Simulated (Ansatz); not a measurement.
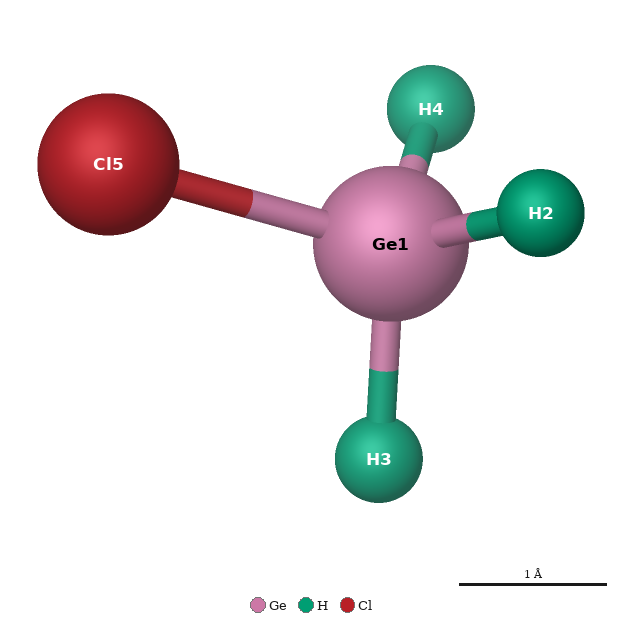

The atoms are numbered. The geometry was computed by an optimisation with PBE0-D4/def2-TZVP.

Give these bond angles: H2–Ge1–H3, H2–Ge1–Cl5.

```csv
angle,degrees
H2–Ge1–H3,111.7
H2–Ge1–Cl5,107.1
```
